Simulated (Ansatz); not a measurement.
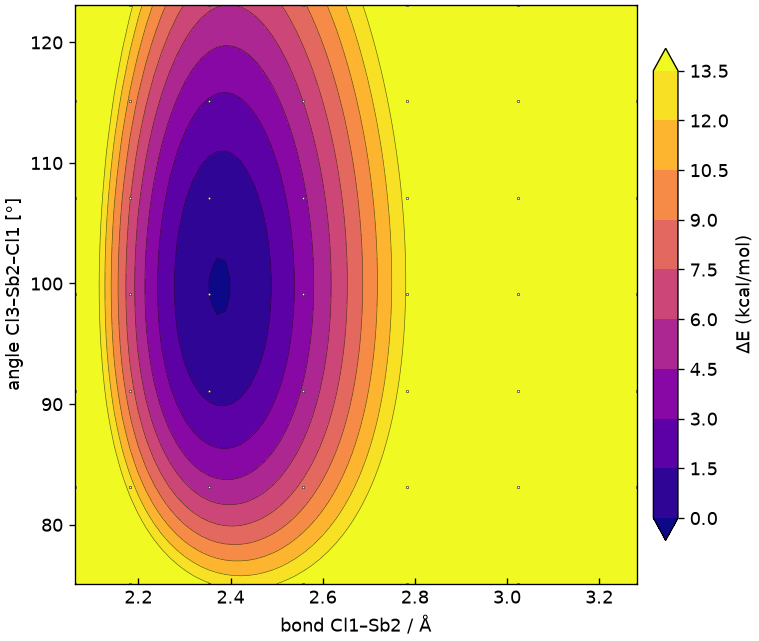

Cl₂HSb, SMILES [Cl][SbH][Cl]. 
- Two internal coordinates are moved rigidly from the geometry relaxed at PBE0-D4/def2-TZVP, all others fixed.
- First axis: bond Cl1–Sb2. Second axis: angle Cl3–Sb2–Cl1.
- Grid: 7 × 7 points.
- Points are written as (first, second).
- Energies are in kcal/mol, from the lowest grid point.
- Method: RKS PBE-D4/def2-TZVPP (Ansatz).

The picture shows filled contours, dots at the grid points, one colour for all values above the top of the scale. Between grid points the surface is interpolated.

Question: Where is the minimum, and how stiff is the well along each coordinate?

Answer: The interpolated minimum is at bond Cl1–Sb2 ≈ 2.372 Å, angle Cl3–Sb2–Cl1 ≈ 99.8°. The curvatures there are about 12 eV/Å² and 4 eV/rad², with a cross term of about 0 eV/(Å·rad). Round the minimum the two coordinates are nearly uncoupled. (1 eV is 23.1 kcal/mol.)
